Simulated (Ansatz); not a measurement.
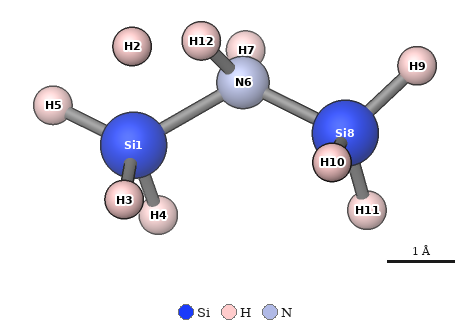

**Figure 1.** The input geometry (ball-and-stick view, seen at a tilt; atoms are numbered from 1 in the order of the input). Bond lengths as drawn: H–N 1.02 to 1.21 Å, H–Si 1.48 to 1.52 Å and N–Si 1.79 to 1.91 Å.

Frequency calculation of Si2NH9

- system: Si2NH9
- method: RKS PBE0-D4/6-31G* (Ansatz 0.2.0)

It belongs to a series of runs on one base structure; here: vibrations at the highest image of the band. Figures and captions count atoms from 1; the log counts them from 0 in places.

Input
```yaml
crystal:
  periodic: [false, false, false]
  atoms:
    - { symbol: Si, position_ang: [-0.366618, 0.099426, -0.060474] }
    - { symbol: H, position_ang: [0.057898, -1.185324, 1.238107] }
    - { symbol: H, position_ang: [0.781102, 0.872433, 0.480254] }
    - { symbol: H, position_ang: [-1.062062, 1.137636, -0.924606] }
    - { symbol: H, position_ang: [-0.104851, -0.983137, -1.0443] }
    - { symbol: "N", position_ang: [-1.861846, -0.107108, 1.106241] }
    - { symbol: H, position_ang: [-2.626784, -0.597711, 0.638956] }
    - { symbol: Si, position_ang: [-2.388344, 1.247427, 2.146901] }
    - { symbol: H, position_ang: [-3.442903, 0.754084, 3.069313] }
    - { symbol: H, position_ang: [-1.179937, 1.66353, 2.898001] }
    - { symbol: H, position_ang: [-2.914657, 2.375096, 1.337731] }
    - { symbol: H, position_ang: [-1.030799, -0.876251, 1.521275] }
basis:
  gaussian: { orbitals: "6-31G*" }
hamiltonian:
  xc: pbe0
  dispersion: d4
phonons: {}
```

Launch command:
```bash
ansatz run input.yaml --threads 1 --pin off --max-ram 2048MiB --backend cpu --events-out ev --progress --plain --runs-dir out
```

The program's output
```
Engine: ansatz 0.2.0, aarch64-unknown-linux-gnu
Functional definition: PBE0
  parameter a = 0.25
  parameter kappa = 0.804
  parameter beta = 0.06672455060314922
  exchange = (1 - a)*pbe_x(kappa = kappa, mu = beta*pi^2/3) + a*exact_x
  correlation = pbe_c(beta = beta)
818 factors; integrals over basis functions are off by at most 5.3e-4 eV
mean field evaluation 1: about -17376.6083 eV, gradient 4.2e1 eV
mean field evaluation 2: about -17372.1820 eV, gradient 6.0e1 eV
mean field evaluation 4: about -17379.9106 eV, gradient 9.0e-1 eV
mean field evaluation 8: about -17379.9351 eV, gradient 8.8e-3 eV
mean field -17379.93513303 eV, -638.7008355958 hartree, gradient 8.5e-6 eV, S^2 0.000000; 0 other end points of the search recorded, 0 dependent functions left out
the calculation of the forces begins
reference -17379.93516218 eV, -638.7008366671 hartree; 22, 22 occupied and 49, 49 virtual orbitals, 818 factors
these checks for a lower state are left out or cut short: stability, starts, cluster_reference, orbital_swaps, neighbouring_geometries, increment
818 factors; integrals over basis functions are off by at most 5.3e-4 eV
mean field evaluation 16: about -17379.9351 eV, gradient 9.0e-2 eV
mean field -17379.93514445 eV, -638.7008360155 hartree, gradient 1.9e-6 eV, S^2 0.000000; 0 other end points of the search recorded, 0 dependent functions left out
[... from here on the field's lines of each further geometry are left out, up to the last ...]
the calculation of the forces begins
reference -17379.93512828 eV, -638.7008354212 hartree; 22, 22 occupied and 49, 49 virtual orbitals, 818 factors
these checks for a lower state are left out or cut short: stability, starts, cluster_reference, orbital_swaps, neighbouring_geometries, increment
818 factors; integrals over basis functions are off by at most 5.3e-4 eV
mean field -17379.93511369 eV, -638.7008348850 hartree, gradient 2.2e-6 eV, S^2 0.000000; 0 other end points of the search recorded, 0 dependent functions left out
the calculation of the forces begins
reference -17379.93514284 eV, -638.7008359562 hartree; 22, 22 occupied and 49, 49 virtual orbitals, 818 factors
WARN: phonons: modes at or below zero, which the zero-point energy, F, S and C_V leave out: 1, the lowest at -1436.41 cm⁻¹. A minimum has none, and a first-order saddle one
Total energy: -17380.15011184 eV, -638.7087359213 hartree
Atom 0 at    -0.366618     0.099426    -0.060474 Å, force     0.016337     0.025691    -0.028085 eV/Å
Atom 1 at     0.057898    -1.185324     1.238107 Å, force     0.006004    -0.009235     0.005309 eV/Å
Atom 2 at     0.781102     0.872433     0.480254 Å, force    -0.004812    -0.005009     0.000972 eV/Å
Atom 3 at    -1.062062     1.137636    -0.924606 Å, force    -0.003660    -0.009315     0.008596 eV/Å
Atom 4 at    -0.104851    -0.983137    -1.044300 Å, force     0.002069    -0.002360    -0.000934 eV/Å
Atom 5 at    -1.861846    -0.107108     1.106241 Å, force    -0.011416     0.004784     0.021962 eV/Å
Atom 6 at    -2.626784    -0.597711     0.638956 Å, force    -0.003277    -0.000307     0.003823 eV/Å
Atom 7 at    -2.388344     1.247427     2.146901 Å, force     0.004554    -0.011324    -0.008545 eV/Å
Atom 8 at    -3.442903     0.754084     3.069313 Å, force    -0.003637     0.000918    -0.001469 eV/Å
Atom 9 at    -1.179937     1.663530     2.898001 Å, force    -0.000952    -0.001587     0.003479 eV/Å
Atom 10 at    -2.914657     2.375096     1.337731 Å, force     0.001950     0.005256    -0.003325 eV/Å
Atom 11 at    -1.030799    -0.876251     1.521275 Å, force    -0.003160     0.002487    -0.001782 eV/Å
Dipole moment:    -0.603980     0.114387     0.175270 e Å
Vibrations: -1436.41 51.60 149.23 158.23 294.39 509.32 579.31 684.79 704.25 732.66 764.50 796.18 907.32 930.34 937.55 957.44 977.27 1034.51 1075.61 1111.16 1488.24 1535.95 1795.10 2087.93 2244.07 2275.61 2282.86 2292.78 2309.38 3529.92 cm⁻¹, zero-point energy 2.181966 eV
```

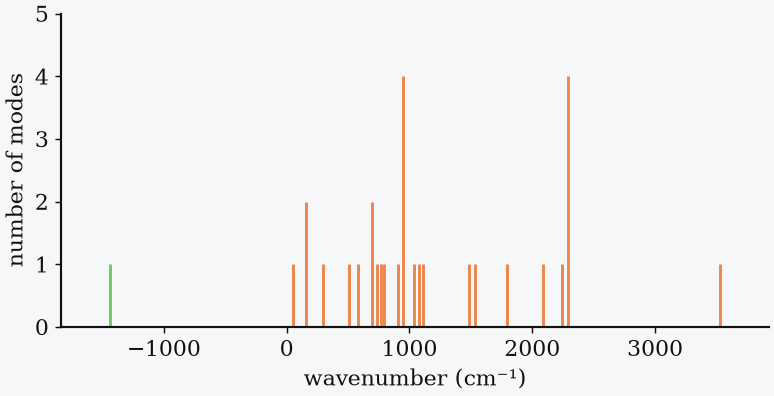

**Figure 2.** Harmonic vibrational wavenumbers from the force constants; neighbouring modes closer than 23 cm⁻¹ are counted in one stick, and imaginary ones are drawn at negative wavenumbers. 30 modes from 1436i to 3530 cm⁻¹, 1 imaginary beyond 8i (1436i cm⁻¹): a first-order saddle point, if the geometry is stationary.

Results in brief

```csv
quantity,value
outcome,converged
total energy,−17380.1501 eV
mean-field energy,−17379.9352 eV
largest force (length of the vector),0.041 eV/Å
hardware,"1 thread of Arm Neoverse V2, 24 GiB of memory available, shared host"
wall time,2.5 min
peak memory,0.14 GiB
```
